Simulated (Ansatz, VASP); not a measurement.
# Cross-check of InP between VASP and Ansatz

Aim: how closely do two programs agree when they are given the same cell, functional and k mesh?

Method: plane waves, with VASP 6.6.1 beside it; relaxation of cell and atoms at PBE with D3(BJ) and relaxation of cell and atoms at r2SCAN with rVV10, in Ansatz 0.2.0.

The database entry behind the starting cell differs from later determinations by our own check (0.1 to 0.3 % short, probably kX units), so it need not match the best structure at ambient conditions.

## (1) The starting structure

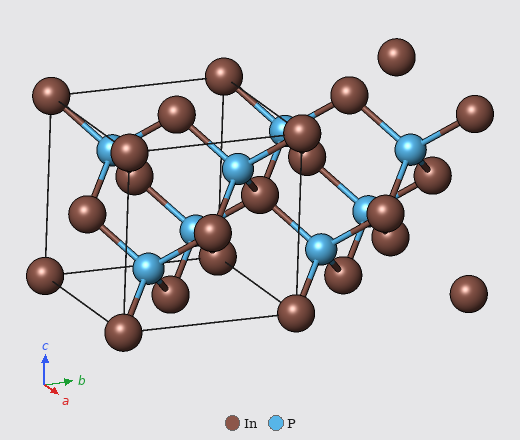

Start, viewed slightly off an axis; indium brown, phosphorus blue. 1×2×1 cells are drawn. This picture shows the conventional cell, with its axes. Bonds to atoms that aren't drawn are left out. Some periodic images of atoms are drawn too.

## (2) Ansatz: relaxation of cell and atoms, PBE with D3(BJ)

Ansatz runs on its default PAW (the set named soft_2) files.

The relaxed volume is the usual yardstick between codes: its relative difference is about their pressure difference at one cell divided by the bulk modulus.

Input file input.yaml:

```yaml
crystal:
  lattice:
    - [0.0, 2.9305, 2.9305]
    - [2.9305, 0.0, 2.9305]
    - [2.9305, 2.9305, 0.0]
  atoms:
    - { symbol: In, position: [0.0, 0.0, 0.0] }
    - { symbol: P, position: [0.25, 0.25, 0.25] }
hamiltonian:
  xc: pbe
  pseudopotentials: { kind: paw }
  dispersion: d3bj
kpoints:
  mp_grid: { grid: [7, 7, 7] }
scf:
  occupations: { method: fermi_dirac, width: 0.05 }
relax:
  f_tol: 0.01
  max_steps: 60
  cell: { stress_tol: 0.05 }
output:
  forces: true
  stress: true
```

The run is started by

```
$ ansatz run input.yaml --threads 4 --pin off --max-ram 9216MiB --backend cpu --events-out ev --progress --plain --runs-dir out
```

Numbers of over 12 decimals in the logs are rounded to 6 here.

The program printed:

```text
Engine: ansatz 0.2.0, x86_64-unknown-linux-gnu
Pseudopotentials: kind: paw
Pseudopotential: In, paw, valence charge 13, recommended cutoff 420 eV (normal), In.paw.azcp
Pseudopotential: P, paw, valence charge 5, recommended cutoff 420 eV (normal), P.paw.azcp
Functional definition: PBE
  parameter kappa = 0.804
  parameter beta = 0.066725
  exchange = pbe_x(kappa = kappa, mu = beta*pi^2/3)
  correlation = pbe_c(beta = beta)
Crystal: 2 atoms, lattice volume = 50.333 Å³
Basis set: ecut = 420 eV, 941 PW (Γ), exchange–correlation on 60×60×60 points (8 copies of the dense FFT grid, shifted against one another)
Bands: 13, of which v1, the nominal top of the filled ones, is band 9 counted from 1 (8 counted from 0)
Symmetry: 24 space group operations
Space group: F-43m (ITA 216), of the structure as read, at distance tolerance 3.7e-5 Å
k-points: 20 of 343 (time reversal used)
Non-local potential: In, projectors of the file, l = 0: 2, l = 1: 2, l = 2: 2, l = 3: 2
Non-local potential: P, projectors of the file, l = 0: 2, l = 1: 2, l = 2: 2
PAW form: soft (Blöchl's): semilocal exchange-correlation on the pseudo side does not see the compensation charge
PAW one-centre angular grid: In, 590 points (default); XC on 64 Gauss nodes
PAW one-centre angular grid: P, 110 points (default); XC on 64 Gauss nodes
Initial density: superposition of atomic densities (neutral atoms: chi_scale 0, normalization atom), corrected by the library's trained network
Initial wavefunctions: pseudopotential atomic-orbital guess
Functional: x = pbe(κ = 0.804, μ = 0.219515), c = pbe(β = 0.066725)
SCF iter   1: F=—  HF=-6354.607897 eV  |F-HF|=—  |Δ(HF+E_count)|=         —  Δρ=1.88e-3  dr2=3.75e-3  ethr=1.77e-3  ⟨swp⟩=6.3  Hψ=1750  notcnv=0
preconditioner: auto → none  [insulator: Δε(μ)=0.702 eV  Ē_g=14.743 eV  σ=0.050 eV  W_gap=1.00  n_scr=14 (ndim 8)  ℏωp=22.2 eV  f_vac=0.021  D(μ)=0.00/eV (n_scr^D=0)  ε∞_Penn≈3.3]
SCF iter   2: F=—  HF=-6354.605758 eV  |F-HF|=—  |Δ(HF+E_count)|=   2.14e-3  Δρ=1.16e-3  dr2=6.70e-4  ethr=2.08e-5  ⟨swp⟩=2.0  Hψ=645  notcnv=0
SCF iter   3: F=—  HF=-6354.605573 eV  |F-HF|=—  |Δ(HF+E_count)|=   1.86e-4  Δρ=3.50e-4  dr2=6.12e-5  ethr=3.72e-6  ⟨swp⟩=2.0  Hψ=450  notcnv=0
SCF iter   4: F=—  HF=-6354.605608 eV  |F-HF|=—  |Δ(HF+E_count)|=   3.56e-5  Δρ=1.17e-4  dr2=5.19e-6  ethr=3.40e-7  ⟨swp⟩=2.0  Hψ=444  notcnv=0
SCF iter   5: F=—  HF=-6354.605610 eV  |F-HF|=—  |Δ(HF+E_count)|=   1.60e-6  Δρ=5.83e-5  dr2=1.68e-6  ethr=2.88e-8  ⟨swp⟩=2.0  Hψ=451  notcnv=0
SCF iter   6: F=-6354.605610 eV  HF=-6354.605610 eV  |F-HF|=1.71e-8  |Δ(HF+E_count)|=   2.71e-7  Δρ=9.59e-6  dr2=4.45e-8  ethr=5.56e-10  ⟨swp⟩=4.0  Hψ=1091  notcnv=0
SCF 1 converged in 6 iterations: F = -6354.605610 eV  dr2 = 4.45e-8
  greatest PAW one-centre occupation: 0.981 electrons in one spin orbital (limit 2), on the In atom at site 0 (counted from 0), in its partial waves of l = 2
relax step   1: F+E_penalty+E_count = -6354.60560955 eV  Δ(F+E_penalty+E_count) = +0.000e0 eV  max|allowed force component| = 2.776e-16 eV/Å  Δτ_max = 0.0000 Å  P = +1.121 GPa  Ω = 50.333 Å³  (6 SCF iters, dr2 threshold 1.00e-7 eV, accepted)
[...]
relax step   2: F+E_penalty+E_count = -6354.60821506 eV  Δ(F+E_penalty+E_count) = -2.606e-3 eV  max|allowed force component| = 8.327e-17 eV/Å  Δτ_max = 0.0000 Å  P = -0.146 GPa  Ω = 51.287 Å³  energy of the carried Pulay correction = -2.278e-4 eV  (5 SCF iters, dr2 threshold 2.00e-7 eV, accepted)
[...]
relax step   3: F+E_penalty+E_count = -6354.60829422 eV  Δ(F+E_penalty+E_count) = -7.916e-5 eV  max|allowed force component| = 8.789e-17 eV/Å  Δτ_max = 0.0000 Å  P = -0.004 GPa  Ω = 51.175 Å³  energy of the carried Pulay correction = -2.012e-4 eV  (4 SCF iters, dr2 threshold 5.36e-8 eV, accepted)
[...]
relax step   4: F+E_penalty+E_count = -6354.60848792 eV  Δ(F+E_penalty+E_count) = -1.937e-4 eV  max|allowed force component| = 9.021e-17 eV/Å  Δτ_max = 0.0000 Å  P = -0.004 GPa  Ω = 51.175 Å³  stress off target by 3.51e-3 GPa  SCF on the basis re-selected at this cell (its energy is not comparable with the rows above)  (5 SCF iters)
basis re-selected at this cell: Δ(F+E_penalty+E_count) = -1.937e-4 eV, ΔP = +0.000 GPa vs the last step (what re-selecting the basis moved, of the pressure what is left beyond the Pulay correction that the steps carried, after the strain that the cell walked since its last selection, with what the two solves' SCF thresholds leave and, on support functions, any second-order correction that the steps lacked; it is no m [...]
SCF converged after 5 iterations
Free energy (F): -6354.608488 eV
Harris-Foulkes:  -6354.608488 eV  (|F-HF|=4.18e-11)
Internal energy: -6354.608473 eV  (E = F + TS)
E sigma→0 (E₀):  -6354.608480 eV
Entropy (-TS):   -0.000015 eV (-0.007 meV/atom)
Fermi energy:    7.130527 eV
--- Per-component energies (eV) ---
  E_band       = -55.133569
  E_kinetic    = 313.263205
  E_local      = -1408.267453  (includes V_loc(G=0)·N_el)
  E_nonlocal   = 401.426833
  E_hartree    = 555.236932
  E_xc         = -276.464072
  E_vxc        = -159.688309  (∫ρ·V_xc dr)
  E_paw        = -4725.206246  (= ΣΔE_a)
  E_vpaw       = -312.341810  (= ΣTr[D̂ρ^β])
  E_aug_tail   = 0.000029  (compensation charges beyond the density's cutoff)
  E_ewald      = -1213.981634
  E_disp       = -0.616067  (pairwise vdW)
  E_smearing   = -0.000015  (= −TS)
  E_closure    = 0.000000  (closes the sum)
  Σ components = -6354.608488   (vs F -6354.608488, Δ=0.00e0)
--- Forces (eV/Å), atoms counted from 1 ---
  atom   1  In     0.00000000    -0.00000000    -0.00000000
  atom   2  P     -0.00000000     0.00000000     0.00000000
  max |Σ_I F_I| component: 5.09e-17 eV/Å
--- Stress (GPa, compression-positive) ---
       -0.003507       0.000000       0.000000
       -0.000000      -0.003507       0.000000
        0.000000       0.000000      -0.003507
  P = ⅓ Tr σ = -0.0035 GPa (-0.035 kbar)
--- Relaxed structure (3 steps of the walk, 3 accepted, 1 SCFs on fresh bases) ---
  F+E_penalty+E_count = -6354.60848792 eV   max|allowed force component| = 9.021e-17 eV/Å   (the final SCF, on the basis selected at the relaxed cell)
  cell:  # Å, volume = 51.1746 Å³
    - [0, 2.946738, 2.946738]
    - [2.946738, 0, 2.946738]
    - [2.946738, 2.946738, 0]
  atoms:
    - { symbol: In, position: [0, 0, 0] }
    - { symbol: P, position: [0.25, 0.25, 0.25] }
```

Elapsed: 1.2 s, on 4 threads of AMD EPYC 7R13 (Zen 3), shared host; peak memory 0.39 GiB; 3.9 s of CPU time.

## (3) VASP: relaxation of cell and atoms, PBE with D3(BJ)

The same cell, functional, mesh and smearing now go to VASP, with its own data sets and cutoff.

Lines of VASP's logs that name or quote its potential files are left out, and so is its time.

Input file INCAR:

```
SYSTEM = InP
PREC = Accurate
ENCUT = 520
EDIFF = 1E-06
NELM = 100
ISMEAR = -1
SIGMA = 0.05
LREAL = .FALSE.
ALGO = Normal
GGA = PE
IVDW = 12
NBANDS = 15
LORBIT = 11
LWAVE = .FALSE.
LCHARG = .FALSE.
KPAR = 2
IBRION = 2
NSW = 60
ISIF = 3
EDIFFG = -0.01
```

Input file POSCAR:

```
InP
1.0
    0.0000000000      2.9305000000      2.9305000000
    2.9305000000      0.0000000000      2.9305000000
    2.9305000000      2.9305000000      0.0000000000
In P
1 1
Direct
    0.0000000000      0.0000000000      0.0000000000
    0.2500000000      0.2500000000      0.2500000000
```

Input file KPOINTS:

```
Automatic mesh
0
Gamma
7 7 7
0 0 0
```

PAW data sets: In_d and P (PBE family, release 64).

The run is started by

```
$ mpirun -np 2 vasp_std
```

The program printed:

```text
[banner, memory and clock lines left out]
running    2 mpi-ranks, on    1 nodes
 distrk:  each k-point on    1 cores,    2 groups
 distr:  one band on    1 cores,    1 groups

 POSCAR found type information on POSCAR InP
 POSCAR found :  2 types and       2 ions
 LDA part: xc-table for (Slater+PW92), standard interpolation
 POSCAR, INCAR and KPOINTS ok, starting setup
 FFT: planning ... GRIDC
 FFT: planning ... GRID_SOFT
 FFT: planning ... GRID
 WAVECAR not read
 entering main loop
       N       E                     dE             d eps       ncg     rms          rms(c)
DAV:   1     0.114645506776E+03    0.11465E+03   -0.86685E+03   600   0.133E+03
DAV:   2    -0.976978995080E+00   -0.11562E+03   -0.11071E+03   649   0.308E+02
DAV:   3    -0.859555450609E+01   -0.76186E+01   -0.75765E+01   817   0.803E+01
DAV:   4    -0.879386354425E+01   -0.19831E+00   -0.19826E+00   739   0.141E+01
DAV:   5    -0.880159377819E+01   -0.77302E-02   -0.77301E-02   928   0.234E+00    0.568E+00
DAV:   6    -0.840528070284E+01    0.39631E+00   -0.64939E-01   936   0.138E+01    0.345E+00
DAV:   7    -0.837599933830E+01    0.29281E-01   -0.17320E-01   852   0.346E+00    0.126E+00
DAV:   8    -0.837633410449E+01   -0.33477E-03   -0.16012E-02   770   0.162E+00    0.349E-01
DAV:   9    -0.837699700700E+01   -0.66290E-03   -0.15217E-03   789   0.466E-01    0.169E-01
DAV:  10    -0.837712348911E+01   -0.12648E-03   -0.23712E-04   942   0.187E-01    0.119E-01
DAV:  11    -0.837719271415E+01   -0.69225E-04   -0.75638E-05   677   0.733E-02    0.224E-02
DAV:  12    -0.837719561550E+01   -0.29013E-05   -0.13566E-05   789   0.569E-02    0.156E-02
DAV:  13    -0.837719589557E+01   -0.28007E-06   -0.10383E-06   489   0.720E-03
   1 F= -.90045202E+01 E0= -.90045168E+01  d E =-.900452E+01
 curvature:   0.00 expect dE= 0.000E+00 dE for cont linesearch  0.000E+00
 trial: gam= 0.00000 g(F)=  0.763E-47 g(S)=  0.807E-02 ort = 0.000E+00 (trialstep = 0.100E+01)
 search vector abs. value=  0.807E-02
 bond charge predicted
       N       E                     dE             d eps       ncg     rms          rms(c)
DAV:   1    -0.848702965415E+01   -0.10983E+00   -0.22133E+00   747   0.306E+01    0.199E+00
DAV:   2    -0.840984748701E+01    0.77182E-01   -0.14677E-01   754   0.875E+00    0.726E-01
DAV:   3    -0.839596512021E+01    0.13882E-01   -0.39467E-02   782   0.428E+00    0.427E-01
DAV:   4    -0.839601251610E+01   -0.47396E-04   -0.22796E-03   614   0.450E-01    0.335E-01
DAV:   5    -0.839570240900E+01    0.31011E-03   -0.22511E-04   677   0.150E-01    0.148E-01
DAV:   6    -0.839564648422E+01    0.55925E-04   -0.98819E-05   851   0.112E-01    0.177E-02
DAV:   7    -0.839564846379E+01   -0.19796E-05   -0.12989E-05   799   0.506E-02    0.595E-03
DAV:   8    -0.839564878119E+01   -0.31740E-06   -0.12944E-06   377   0.237E-02
   2 F= -.90064445E+01 E0= -.90064335E+01  d E =-.192430E-02
 trial-energy change:   -0.001924  1 .order   -0.001951   -0.008069    0.004168
 step:   0.6565(harm=  0.6594)  dis= 0.00000  next Energy=    -9.007161 (dE=-0.264E-02)
 bond charge predicted
       N       E                     dE             d eps       ncg     rms          rms(c)
DAV:   1    -0.840164500550E+01   -0.59965E-02   -0.25359E-01   747   0.996E+00    0.711E-01
DAV:   2    -0.839230624739E+01    0.93388E-02   -0.18071E-02   754   0.323E+00    0.245E-01
DAV:   3    -0.839074685502E+01    0.15594E-02   -0.42536E-03   782   0.142E+00    0.152E-01
DAV:   4    -0.839075152885E+01   -0.46738E-05   -0.24106E-04   614   0.146E-01    0.115E-01
DAV:   5    -0.839073442026E+01    0.17109E-04   -0.25303E-05   727   0.482E-02    0.441E-02
DAV:   6    -0.839073859008E+01   -0.41698E-05   -0.93326E-06   914   0.368E-02    0.740E-03
DAV:   7    -0.839073732488E+01    0.12652E-05   -0.91332E-07   412   0.133E-02    0.124E-03
DAV:   8    -0.839073742356E+01   -0.98685E-07   -0.35707E-07   300   0.120E-02
   3 F= -.90071531E+01 E0= -.90071457E+01  d E =-.263286E-02
 curvature:  -0.33 expect dE=-0.229E-06 dE for cont linesearch -0.229E-06
 trial: gam=-0.00920 g(F)=  0.436E-48 g(S)=  0.695E-06 ort = 0.749E-04 (trialstep = 0.931E+00)
 search vector abs. value=  0.160E-09
 reached required accuracy - stopping structural energy minimisation
```

Parts of OUTCAR (step 3):

```text
ion  position               nearest neighbor table
   1  0.000  0.000  0.000-   2 2.54   2 2.54   2 2.54   2 2.54
   2  0.250  0.250  0.250-   1 2.54   1 2.54   1 2.54   1 2.54

  LATTYP: Found a face centered cubic cell.
 ALAT       =     5.8610000000

 Subroutine GETGRP returns: Found 24 space group operations
 (whereof 24 operations were pure point group operations)

The static configuration has the point symmetry T_d .

 Found     20 irreducible k-points:

   k-points           NKPTS =     20   k-points in BZ     NKDIM =     20   number of bands    NBANDS=     15

   dimension x,y,z NGX =    32 NGY =   32 NGZ =   32
   dimension x,y,z NGXF=    64 NGYF=   64 NGZF=   64

   ENCUT  =  520.0 eV  38.22 Ry    6.18 a.u.   7.71  7.71  7.71*2*pi/ulx,y,z

   NELECT =      18.0000    total number of electrons

 k-points in reciprocal lattice and weights: Automatic mesh
   0.00000000  0.00000000  0.00000000       0.003
   0.14285714  0.00000000  0.00000000       0.023
   0.28571429  0.00000000  0.00000000       0.023
   0.42857143  0.00000000  0.00000000       0.023
   0.14285714  0.14285714  0.00000000       0.017
   0.28571429  0.14285714  0.00000000       0.070
   0.42857143  0.14285714  0.00000000       0.070
  -0.42857143  0.14285714  0.00000000       0.070
  -0.28571429  0.14285714  0.00000000       0.070
[...]
-0.42857143  0.42857143  0.14285714       0.070
  -0.28571429  0.42857143  0.14285714       0.070

 Edisp (eV)   -0.61080

 average (electrostatic) potential at core
       1 -95.7991       2 -82.8855

 E-fermi :   5.3614

 k-point     1 :       0.0000    0.0000    0.0000
  band No.  band energies     occupation
    ...
      5      -8.9947      2.00000
      6      -6.3906      2.00000
      7       5.0201      1.99783
      8       5.0201      1.99783
      9       5.0201      1.99783
     10       5.6446      0.00692
     11       9.1101      0.00000
     12       9.1101      0.00000
     13       9.1101      0.00000
     14      13.5269      0.00000
    ...

 k-point     2 :       0.1429    0.0000    0.0000
  band No.  band energies     occupation
    ...
      5      -8.9945      2.00000
      6      -6.1645      2.00000
      7       3.2081      2.00000
      8       4.7914      1.99998
      9       4.7914      1.99998
     10       6.6930      0.00000
     11       9.3363      0.00000
     12       9.4496      0.00000
     13       9.4496      0.00000
     14      13.7226      0.00000
    ...

 k-point     3 :       0.2857    0.0000    0.0000
  band No.  band energies     occupation
    ...
      5      -8.9905      2.00000
      6      -5.5510      2.00000
      7       1.1146      2.00000
      8       4.3781      2.00000
      9       4.3781      2.00000
     10       6.7148      0.00000
     11       9.8570      0.00000
     12       9.8570      0.00000
     13      10.7060      0.00000
     14      13.7458      0.00000
    ...

 Edisp (eV)   -0.61642

  Total       0.00310     0.00310     0.00310     0.00000    -0.00000     0.00000
  in kB       0.09711     0.09711     0.09711     0.00000    -0.00000     0.00000
  external pressure =        0.10 kB  Pullay stress =        0.00 kB

  energy-cutoff  :      520.00
  volume of cell :       51.14
      direct lattice vectors                 reciprocal lattice vectors
    -0.000000000  2.945996243  2.945996243    -0.169721873  0.169721873  0.169721873
     2.945996243  0.000000000  2.945996243     0.169721873 -0.169721873  0.169721873
     2.945996243  2.945996243 -0.000000000     0.169721873  0.169721873 -0.169721873

 POSITION                                       TOTAL-FORCE (eV/Angst)
 -----------------------------------------------------------------------------------
     -0.00000      0.00000      0.00000        -0.000000      0.000000      0.000000
      1.47300      1.47300      1.47300         0.000000     -0.000000     -0.000000
 -----------------------------------------------------------------------------------
    total drift:                               -0.000000     -0.000000     -0.000000

  FREE ENERGIE OF THE ION-ELECTRON SYSTEM (eV)
  ---------------------------------------------------
  free  energy   TOTEN  =        -9.0071531115 eV

  energy  without entropy=       -9.0071382091  energy(sigma->0) =       -9.00714566

 reached required accuracy - stopping structural energy minimisation

 total charge
# of ion       s       p       d       tot
------------------------------------------
    1        0.826   0.751   9.898  11.476
    2        1.031   1.489   0.000   2.520
--------------------------------------------------
tot          1.856   2.241   9.898  13.995

[... 3 further parts left out ...]
```

CONTCAR:

```
InP
   1.00000000000000
    -0.0000000000000000    2.9459962429685431    2.9459962429685431
     2.9459962429685431    0.0000000000000000    2.9459962429685431
     2.9459962429685431    2.9459962429685431   -0.0000000000000000
  In              P
     1     1
Direct
     0.0000000000000000    0.0000000000000000    0.0000000000000000
     0.2500000000000000    0.2500000000000000    0.2500000000000000
```

## (4) Side by side

Known differences besides the PAW data sets themselves: both relaxations stop at a tolerance, which leaves soft axes loose, and VASP keeps its plane-wave basis; the cutoff is 420 eV in Ansatz and 520 eV in VASP; VASP leaves aspherical gradient terms in its spheres out (LASPH is not set), Ansatz keeps them; Ansatz adds a Pulay correction to the stress that steers its cell, VASP none. Total energies have different zeros and are not compared.

Compared:

```
                                         quantity  Ansatz   VASP  difference
                                      volume (Å³)   51.17  51.14     +0.08 %
edge a after relaxation, in the typed setting (Å)   4.167  4.166     +0.02 %
```

The walks stopped with 0.00 GPa left in Ansatz and 0.01 GPa in VASP; each walk ends within a tolerance, so the volume difference is uncertain by about these residues over the bulk modulus, most in soft cells.

(Continued in part 2 of 2.)

[Lines on the potential files, build, host, timing and source positions are cut from VASP's logs without a mark.]

[Logs are printed without paths, hosts, clocks, repeated set-up lines and the standing remarks that a program may print on its own settings, such as how far it seeks lower states.]

[Hosts, paths, dates, database ids (printed as entryN), source tags and the programs' standing remarks are cut or masked in the printed files.]
